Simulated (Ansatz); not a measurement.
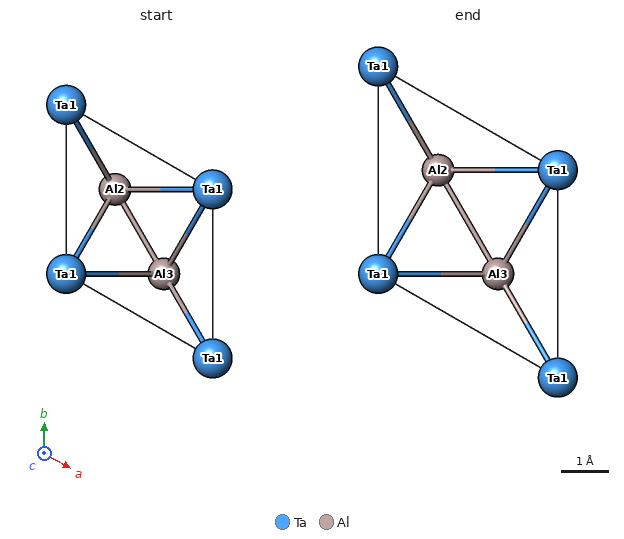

The structure of crystalline TaAl2 (a generated structure, set up in P6/mmm) (coarse preliminary run) before (left) and after (right) a relaxation, at one scale.

A ball-and-stick model of the cell of the calculation, seen along the c axis.

Method: DFT PBE, scalar-relativistic, plane waves, PAW in Ansatz 0.2.0. Settings: plane-wave cutoff 420 eV; k-point mesh 6 × 6 × 4; occupations gaussian; smearing width 0.1 eV; no spin polarisation; cell and atoms relaxed; force threshold 0.04 eV/Å; at most 70 steps.

Describe what moved and what it gained.

No atom moves by more than 0.005 Å relative to the cell. Cell: a = b 3.629 → 4.451 Å (+22.7 %), c 3.943 → 2.839 Å (−28.0 %). Volume +8.3 %. Some distances before and after: Ta1–Ta1 3.943 → 2.839 Å, Al2–Al2 3.943 → 2.839 Å, Al2–Al3 2.095 → 2.570 Å, Ta1–Al2 2.877 → 2.936 Å. The space group stays P6/mmm (No. 191). The energy falls by 1156 meV per atom in 10 accepted moves (12 points after the start). All forces vanish by symmetry, so only the cell relaxes. The pressure goes from 31.19 to 0.07 GPa. The SCF was repeated twice at an unchanged geometry on a basis and grid sized afresh for the cell, which shifted the energy by 19.2 meV per atom at most.

Limits of the set-up: the k-point mesh is coarse for a cell with partly filled bands.
